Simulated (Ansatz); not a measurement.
# Run report: V5H19O22, single-point calculation

The run: single-point calculation of V5H19O22. Method and program: RKS PBE0-D4/def2-SVP (Ansatz 0.2.0).

The geometry comes from this level: r2SCAN-D4/def2-SVP.

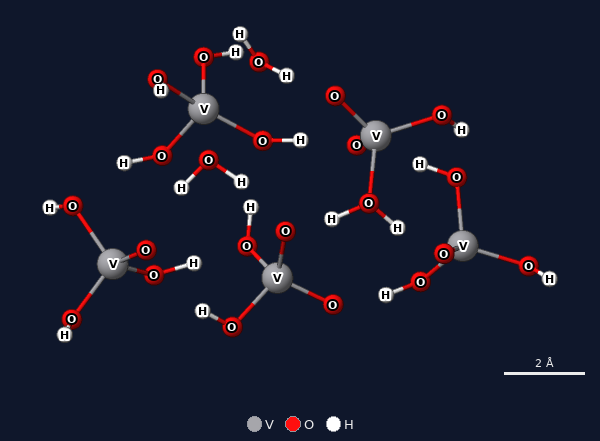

*The input geometry (ball-and-stick view, seen on its broad side). Sticks mark near contacts.*

### Results in brief

```tsv
quantity	value
outcome	converged
total energy	−173679.7446 eV
mean-field energy	−173678.1029 eV
dispersion energy	−1.6416 eV
SCF solution under orbital rotations	stable
HOMO	−8.79 eV
LUMO	−3.76 eV
largest force (length of the vector)	1.085 eV/Å
dipole moment	5.18 D
hardware	2 CPU threads, shared host
wall time	7.5 s (CPU time 11 s)
peak memory	2 GiB
```

### Input file
```yaml
crystal:
  periodic: [false, false, false]
  atoms:
    - {symbol: V, position_ang: [-1.835781, -0.609141, 0.825211]}
    - {symbol: V, position_ang: [2.256474, -2.309097, -0.219749]}
    - {symbol: V, position_ang: [-0.735772, -4.632599, -1.510817]}
    - {symbol: V, position_ang: [-2.342402, 3.500748, 1.563833]}
    - {symbol: V, position_ang: [1.391300, 2.412423, -0.774160]}
    - {symbol: O, position_ang: [-3.617874, 4.041704, 2.635590]}
    - {symbol: O, position_ang: [2.033050, 3.035583, -2.277782]}
    - {symbol: O, position_ang: [-1.326536, 4.907663, 1.035521]}
    - {symbol: O, position_ang: [-3.022647, 2.766065, 0.199713]}
    - {symbol: O, position_ang: [2.391886, 3.417943, 0.303115]}
    - {symbol: O, position_ang: [-2.844413, -0.010603, 2.143345]}
    - {symbol: O, position_ang: [0.688821, 0.911767, -1.340395]}
    - {symbol: O, position_ang: [-1.340005, 2.483826, 2.279129]}
    - {symbol: O, position_ang: [-1.869264, 0.658540, -0.481577]}
    - {symbol: O, position_ang: [1.072032, 1.509867, 1.256860]}
    - {symbol: O, position_ang: [-0.109974, 3.248973, -0.604662]}
    - {symbol: O, position_ang: [3.152804, 1.124626, -0.661296]}
    - {symbol: O, position_ang: [-2.117010, -3.634913, -1.670783]}
    - {symbol: O, position_ang: [2.964739, -3.741068, -0.933786]}
    - {symbol: O, position_ang: [-0.250299, -0.778443, 1.325755]}
    - {symbol: O, position_ang: [-2.401848, -2.015655, 0.298642]}
    - {symbol: O, position_ang: [1.106334, -2.806100, 1.228420]}
    - {symbol: O, position_ang: [1.298582, -1.546527, -1.312991]}
    - {symbol: O, position_ang: [3.334052, -1.263919, 0.355491]}
    - {symbol: O, position_ang: [-0.301848, -4.610454, 0.026790]}
    - {symbol: O, position_ang: [-1.052278, -6.270597, -2.047737]}
    - {symbol: O, position_ang: [0.601159, -3.942203, -2.461456]}
    - {symbol: H, position_ang: [-3.603030, 3.892904, 3.592706]}
    - {symbol: H, position_ang: [2.028176, 2.428841, -3.034992]}
    - {symbol: H, position_ang: [-1.789635, 5.619515, 0.565088]}
    - {symbol: H, position_ang: [-2.583643, 1.882120, -0.173889]}
    - {symbol: H, position_ang: [2.566304, 3.040560, 1.181527]}
    - {symbol: H, position_ang: [-2.377663, 0.678500, 2.653222]}
    - {symbol: H, position_ang: [0.994596, -0.068280, -1.334451]}
    - {symbol: H, position_ang: [0.331068, 1.981138, 1.697746]}
    - {symbol: H, position_ang: [-1.010756, 0.845025, -0.943293]}
    - {symbol: H, position_ang: [0.727254, 0.574613, 1.256015]}
    - {symbol: H, position_ang: [-0.316358, 4.043116, -0.039410]}
    - {symbol: H, position_ang: [3.915891, 1.640656, -0.366346]}
    - {symbol: H, position_ang: [-2.353834, -3.009377, -0.907042]}
    - {symbol: H, position_ang: [2.364032, -4.114586, -1.621609]}
    - {symbol: H, position_ang: [0.468999, -1.950511, 1.381464]}
    - {symbol: H, position_ang: [3.219834, 0.230075, -0.210135]}
    - {symbol: H, position_ang: [0.511751, -3.566123, 0.944927]}
    - {symbol: H, position_ang: [-0.942540, -7.028974, -1.454459]}
    - {symbol: H, position_ang: [0.726295, -2.967612, -2.367306]}
basis:
  gaussian: {orbitals: def2-SVP, fitting: {mean_field: def2-universal-jkfit}, initial_orbitals: start.molden}
hamiltonian: {xc: pbe0, dispersion: d4}
scf: {omitted_lower_state_checks: [starts]}
output: {forces: true, orbitals: {seedname: orbitals}}
```

Command:
```bash
ansatz run in.yaml --threads 2 --pin off --events-out ev --progress --plain --max-ram 22528MiB --backend cuda --devices 0, --max-vram 18GiB
```

### Output
```
Functional definition: PBE0
  name "PBE0"
  cite "Adamo & Barone, J. Chem. Phys. 110, 6158 (1999) doi:10.1063/1.478522"
  cite "Perdew, Burke & Ernzerhof, Phys. Rev. Lett. 77, 3865 (1996) doi:10.1103/PhysRevLett.77.3865"
  parent pbe
  parameter a = 0.25
  parameter kappa = 0.804
  parameter beta = 0.06672455060314922
  exchange = (1 - a)*pbe_x(kappa = kappa, mu = beta*pi^2/3) + a*exact_x
  correlation = pbe_c(beta = beta)
these checks for a lower state are left out or cut short: starts
3356 factors; integrals over basis functions are off by at most 1.7e-1 eV
mean field evaluation 1: about -173677.7393 eV, gradient 1.2e1 eV
mean field evaluation 2: about -173678.1043 eV, gradient 4.6e-1 eV
mean field evaluation 4: about -173678.1028 eV, gradient 3.8e-3 eV
mean field -173678.10276997 eV, -6382.5525535501 hartree, gradient 1.7e-5 eV, S^2 0.000000; 0 other end points of the search recorded, 0 dependent functions left out
the calculation of the forces begins
reference -173678.10292023 eV, -6382.5525590721 hartree; 155, 155 occupied and 403, 403 virtual orbitals, 3356 factors
Total energy: -173679.74455409 eV, -6382.6128880038 hartree
Atom 0 at    -1.835781    -0.609141     0.825211 Å, force     0.053449    -0.739621    -0.047919 eV/Å
Atom 1 at     2.256474    -2.309097    -0.219749 Å, force     0.360187     0.713506    -0.334403 eV/Å
Atom 2 at    -0.735772    -4.632599    -1.510817 Å, force     0.007403     0.025242     0.634595 eV/Å
Atom 3 at    -2.342402     3.500748     1.563833 Å, force     0.228611    -0.591275     0.166572 eV/Å
Atom 4 at     1.391300     2.412423    -0.774160 Å, force    -0.268620     0.202669    -0.211525 eV/Å
Atom 5 at    -3.617874     4.041704     2.635590 Å, force     0.330411    -0.159285    -0.106828 eV/Å
Atom 6 at     2.033050     3.035583    -2.277782 Å, force    -0.217323    -0.272875     0.369925 eV/Å
Atom 7 at    -1.326536     4.907663     1.035521 Å, force    -0.213637    -0.145854    -0.027189 eV/Å
Atom 8 at    -3.022647     2.766065     0.199713 Å, force     0.356165     0.100916     0.439428 eV/Å
Atom 9 at     2.391886     3.417943     0.303115 Å, force    -0.215044    -0.344694    -0.140797 eV/Å
Atom 10 at    -2.844413    -0.010603     2.143345 Å, force     0.344216    -0.018368    -0.207534 eV/Å
Atom 11 at     0.688821     0.911767    -1.340395 Å, force     0.270447     0.262916     0.172564 eV/Å
Atom 12 at    -1.340005     2.483826     2.279129 Å, force    -0.678377     0.704467    -0.456714 eV/Å
Atom 13 at    -1.869264     0.658540    -0.481577 Å, force     0.152562    -0.129004     0.109414 eV/Å
Atom 14 at     1.072032     1.509867     1.256860 Å, force    -0.243085    -0.069731     0.022305 eV/Å
Atom 15 at    -0.109974     3.248973    -0.604662 Å, force     0.573149    -0.129406     0.004756 eV/Å
Atom 16 at     3.152804     1.124626    -0.661296 Å, force     0.129437    -0.038291     0.176442 eV/Å
Atom 17 at    -2.117010    -3.634913    -1.670783 Å, force     0.410447    -0.187899     0.216795 eV/Å
Atom 18 at     2.964739    -3.741068    -0.933786 Å, force    -0.299467     0.290595     0.062986 eV/Å
Atom 19 at    -0.250299    -0.778443     1.325755 Å, force    -0.672407     0.060327    -0.208554 eV/Å
Atom 20 at    -2.401848    -2.015655     0.298642 Å, force     0.369947     0.952446     0.337568 eV/Å
Atom 21 at     1.106334    -2.806100     1.228420 Å, force    -0.222215     0.058194    -0.145789 eV/Å
Atom 22 at     1.298582    -1.546527    -1.312991 Å, force     0.500863    -0.409436     0.578900 eV/Å
Atom 23 at     3.334052    -1.263919     0.355491 Å, force    -0.679435    -0.638631    -0.358167 eV/Å
Atom 24 at    -0.301848    -4.610454     0.026790 Å, force    -0.289733    -0.028777    -1.044978 eV/Å
Atom 25 at    -1.052278    -6.270597    -2.047737 Å, force     0.104927     0.268273     0.256763 eV/Å
Atom 26 at     0.601159    -3.942203    -2.461456 Å, force    -0.236595     0.051582     0.242386 eV/Å
Atom 27 at    -3.603030     3.892904     3.592706 Å, force    -0.008822     0.023580    -0.146833 eV/Å
Atom 28 at     2.028176     2.428841    -3.034992 Å, force    -0.006020     0.079327     0.117869 eV/Å
Atom 29 at    -1.789635     5.619515     0.565088 Å, force     0.079337    -0.096524     0.079719 eV/Å
Atom 30 at    -2.583643     1.882120    -0.173889 Å, force    -0.090726     0.127220     0.052717 eV/Å
Atom 31 at     2.566304     3.040560     1.181527 Å, force    -0.057173     0.054917    -0.158074 eV/Å
Atom 32 at    -2.377663     0.678500     2.653222 Å, force    -0.102227    -0.083845    -0.046159 eV/Å
Atom 33 at     0.994596    -0.068280    -1.334451 Å, force    -0.049658     0.209269    -0.023425 eV/Å
Atom 34 at     0.331068     1.981138     1.697746 Å, force     0.154404    -0.078856    -0.074461 eV/Å
Atom 35 at    -1.010756     0.845025    -0.943293 Å, force    -0.170906    -0.043419     0.081142 eV/Å
Atom 36 at     0.727254     0.574613     1.256015 Å, force     0.065975     0.171383     0.019166 eV/Å
Atom 37 at    -0.316358     4.043116    -0.039410 Å, force     0.034805    -0.129604    -0.095490 eV/Å
Atom 38 at     3.915891     1.640656    -0.366346 Å, force    -0.141314    -0.078722    -0.070756 eV/Å
Atom 39 at    -2.353834    -3.009377    -0.907042 Å, force     0.034047    -0.123549    -0.159524 eV/Å
Atom 40 at     2.364032    -4.114586    -1.621609 Å, force     0.110703     0.027635     0.082632 eV/Å
Atom 41 at     0.468999    -1.950511     1.381464 Å, force     0.100634    -0.141573    -0.000246 eV/Å
Atom 42 at     3.219834     0.230075    -0.210135 Å, force    -0.007895     0.178982    -0.104162 eV/Å
Atom 43 at     0.511751    -3.566123     0.944927 Å, force     0.134992     0.143040     0.084650 eV/Å
Atom 44 at    -0.942540    -7.028974    -1.454459 Å, force    -0.024801     0.126296    -0.113290 eV/Å
Atom 45 at     0.726295    -2.967612    -2.367306 Å, force    -0.011635    -0.153545    -0.026471 eV/Å
Dipole moment:     0.330792     0.896304     0.501580 e Å
Checks for a lower state left out: starts
```

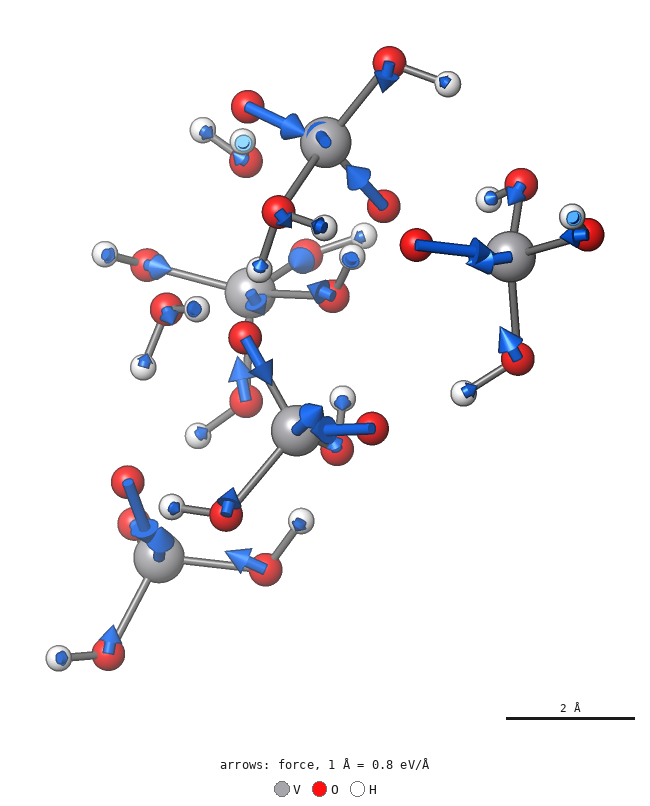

*Forces on the atoms as blue arrows (ball-and-stick view, seen at a tilt).*

The largest act on O13, O25 (1.08 eV/Å); O21 (1.08 eV/Å); O24 (1.00 eV/Å); O23 (0.87 eV/Å), among others. Atoms are counted from 1 in the order of the input and aren't labelled in the picture. The geometry is not a stationary point of this energy.

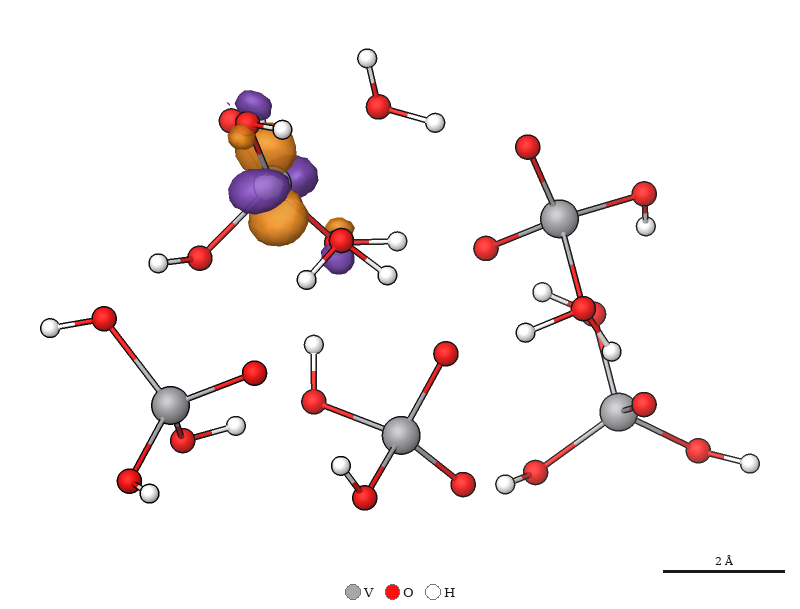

*The LUMO at ±0.3 Å⁻³ᐟ² (orange and purple are the two phases), seen at a tilt.*

It lies mainly on V5 (70 %), O10 (10 %) and O12 (10 %). Its energy is −3.76 eV.

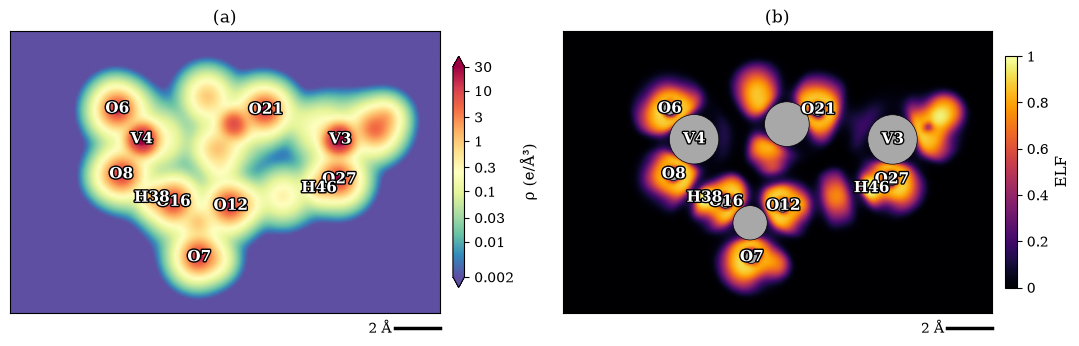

*(a) electron density; (b) ELF on the plane of atoms V3, O27 and H46. Grey discs, where drawn, cover atomic cores.*

Atoms in the plane: V, O and H. V–O (1.75 Å): ρ is about 1.2 e/Å³ halfway; the ELF peaks at about 0.85 in the valence shell of O, 0.5 Å from its nucleus, and is about 0.25 at the midpoint. V–O (1.81 Å): ρ at the midpoint is about 0.99 e/Å³; the ELF peaks at about 0.85 in the valence shell of O, 0.6 Å from its nucleus, and is about 0.25 at the midpoint.

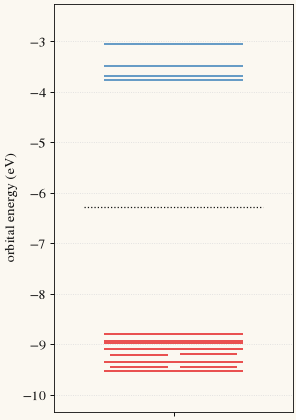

*Orbital energies near the frontier; the dotted line parts filled from empty levels, and levels within 0.02 eV of each other stand side by side.*

Highest filled −8.79 eV, lowest empty −3.76 eV, 5.03 eV apart.
